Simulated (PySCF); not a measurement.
# CH₃S: one change and its effect

System: CH₃S, charge −1, SMILES C[S-].
Method of the first run: GIAO PBE0/cc-pVDZ NMR shielding, non-relativistic, gas phase (PySCF 2.14.0).

The geometry comes from this level: PBE0-D3(BJ)/def2-SVP. Text and figures count atoms from 1; the logs count them from 0 in places.

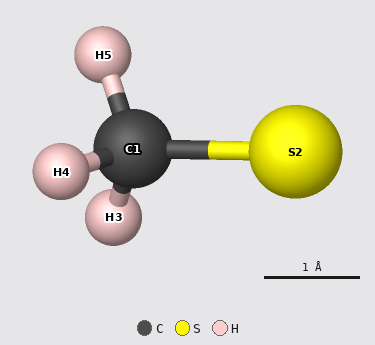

The structure as given in the input (ball-and-stick view, seen at a tilt; atoms are numbered from 1 in the order of the input).

## The input, the first run
```
{"job": {"kind": "nmr", "xc": "PBE0", "basis": "cc-pVDZ", "pop": true}, "charge": -1, "multiplicity": 1}
C     -0.071953    -0.026459    -0.019149
S      1.735498     0.083263    -0.022818
H     -0.487511    -0.676013    -0.824694
H     -0.499314    -0.440065     0.924645
H     -0.584621     0.954504    -0.154475
```

The first line tells a small driver script what to run in PySCF; the rest is the geometry in Å.

Launched with:
```bash
OMP_NUM_THREADS=1 python <driver script> task.json out
```

Hardware: 1 CPU thread, shared host.

## Output (the first run)
```
coarse grid: 4576 points
cycle   1  E = -437.8430453380  dE = -5.815e-02  |g| = 4.225e-01  |ddm| = 3.563e+00
cycle   2  E = -437.8624412549  dE = -1.940e-02  |g| = 3.856e-01  |ddm| = 2.344e+00
cycle   3  E = -437.9088030603  dE = -4.636e-02  |g| = 1.654e-02  |ddm| = 9.828e-01
cycle   4  E = -437.9088146818  dE = -1.162e-05  |g| = 1.635e-02  |ddm| = 5.366e-02
cycle   5  E = -437.9088897279  dE = -7.505e-05  |g| = 2.023e-03  |ddm| = 2.646e-02
cycle   6  E = -437.9088908546  dE = -1.127e-06  |g| = 3.413e-04  |ddm| = 3.955e-03
final grid: 39072 points
cycle   7  E = -437.9145021102  dE = -2.303e-06  |g| = 5.482e-03  |ddm| = 2.993e-02
cycle   8  E = -437.9144956575  dE =  6.453e-06  |g| = 7.290e-03  |ddm| = 2.110e-02
cycle   9  E = -437.9145100768  dE = -1.442e-05  |g| = 4.339e-04  |ddm| = 1.194e-02
cycle  10  E = -437.9145101350  dE = -5.819e-08  |g| = 3.509e-05  |ddm| = 8.915e-04
cycle  11  E = -437.9145101353  dE = -3.805e-10  |g| = 1.144e-05  |ddm| = 1.072e-04
converged SCF energy = -437.9145101353

GIAO shielding tensors (ppm)
atom      isotropic    diamagn.    paramagn.     s11        s22        s33       span
  0 C      173.569     240.592     -67.022    161.402    161.558    197.747     36.345
  1 S      754.650    1057.008    -302.358    641.396    641.434    981.118    339.723
  2 H       29.507      29.587      -0.080     23.838     27.487     37.195     13.357
  3 H       29.507      29.596      -0.089     23.849     27.484     37.187     13.337
  4 H       29.504      29.611      -0.107     23.828     27.485     37.197     13.369
```

The second run used a changed input.

## The two runs side by side

| quantity | the first run | the second run |
| --- | --- | --- |
| outcome | converged | converged |
| total energy (hartree) | −437.914510 | −437.939922 |
| HOMO (eV) | 1.33 | 0.26 |
| LUMO (eV) | 7.07 | 3.31 |
| shielding of C1 (ppm) | 173.6 | 172.4 |
| shielding of S2 (ppm) | 754.6 | 735.4 |
| shielding of H3 (ppm) | 29.5 | 28.7 |
| shielding of H4 (ppm) | 29.5 | 28.7 |
| shielding of H5 (ppm) | 29.5 | 28.7 |
| SCF iterations | 11 | 12 |
| basis functions | 47 | 77 |
| wall time (shared host) | 1.8 s | 2.8 s |

Which change of the input explains these differences?

The change (lines with − go, lines with + come):
```diff
-"basis": "cc-pVDZ"
+"basis": "aug-cc-pVDZ"
```

The total energy of the second run is 15.9 kcal/mol lower, which measures the change of basis and not a stability. The HOMO goes from 1.33 to 0.26 eV. The LUMO goes from 7.07 to 3.31 eV. Of all shieldings, the largest change is that of S2, by −19.3 ppm. Diffuse functions give room to the loosely bound empty orbitals, which lowers the LUMO. The SCF takes 12 iterations against 11. The basis functions go from 47 to 77.

## Output (the second run)
```
coarse grid: 4576 points
cycle   1  E = -437.8581392061  dE = -7.085e-02  |g| = 4.155e-01  |ddm| = 3.764e+00
cycle   2  E = -437.7931826926  dE =  6.496e-02  |g| = 6.172e-01  |ddm| = 2.535e+00
cycle   3  E = -437.9340867473  dE = -1.409e-01  |g| = 2.362e-02  |ddm| = 1.497e+00
cycle   4  E = -437.9342358005  dE = -1.491e-04  |g| = 1.152e-02  |ddm| = 7.577e-02
cycle   5  E = -437.9342799394  dE = -4.414e-05  |g| = 2.329e-03  |ddm| = 2.758e-02
cycle   6  E = -437.9342813135  dE = -1.374e-06  |g| = 1.233e-03  |ddm| = 6.110e-03
final grid: 39072 points
cycle   7  E = -437.9399162198  dE = -4.352e-06  |g| = 4.377e-03  |ddm| = 4.915e-02
cycle   8  E = -437.9399125525  dE =  3.667e-06  |g| = 5.627e-03  |ddm| = 1.967e-02
cycle   9  E = -437.9399215656  dE = -9.013e-06  |g| = 4.072e-04  |ddm| = 1.045e-02
cycle  10  E = -437.9399216243  dE = -5.864e-08  |g| = 7.675e-05  |ddm| = 7.798e-04
cycle  11  E = -437.9399216260  dE = -1.732e-09  |g| = 2.272e-05  |ddm| = 2.229e-04
cycle  12  E = -437.9399216262  dE = -1.933e-10  |g| = 3.872e-06  |ddm| = 7.725e-05
converged SCF energy = -437.9399216262

GIAO shielding tensors (ppm)
atom      isotropic    diamagn.    paramagn.     s11        s22        s33       span
  0 C      172.438     219.851     -47.413    159.240    159.384    198.691     39.451
  1 S      735.363    1051.138    -315.775    606.152    606.198    993.739    387.587
  2 H       28.658      29.217      -0.559     22.541     26.944     36.487     13.946
  3 H       28.657      29.150      -0.492     22.550     26.943     36.479     13.929
  4 H       28.655      29.160      -0.506     22.533     26.943     36.489     13.956
```

For both runs: The highest filled orbital lies above zero: either the extra electron isn't bound at this level, or the self-interaction error of the functional lifts the level.
